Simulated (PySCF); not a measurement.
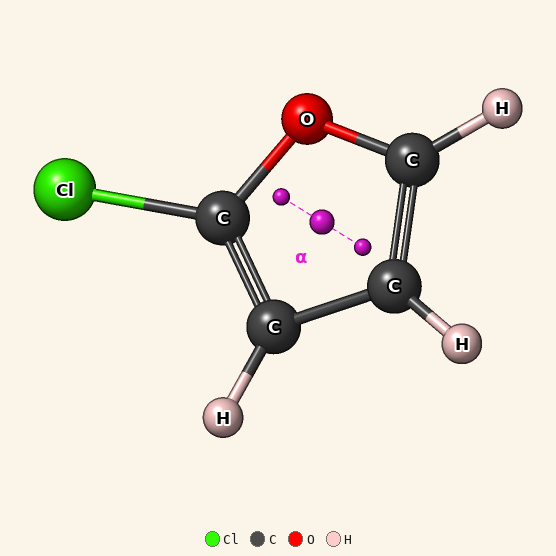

The small points mark where nucleus-independent chemical shifts (NICS) were computed: at the centre of each lettered ring and 1 Å above and below it. Geometry: a frame of a GFN2-xTB molecular-dynamics simulation, not a minimum. Level of theory: GIAO PBE0/pcSseg-1 NMR shielding, non-relativistic, gas phase (PySCF 2.14.0).

Give NICS(0), NICS(1) and the out-of-plane component NICS(1)zz for each ring (means of the two sides).

```csv
ring,members,NICS(0),NICS(1),NICS(1)zz
α,C4O,−11.6,−9.7,−24.9
```

Values in ppm.

**What do the values say about the ring currents?**

Ring α: diatropic, as in an aromatic ring. NICS is one index among several.
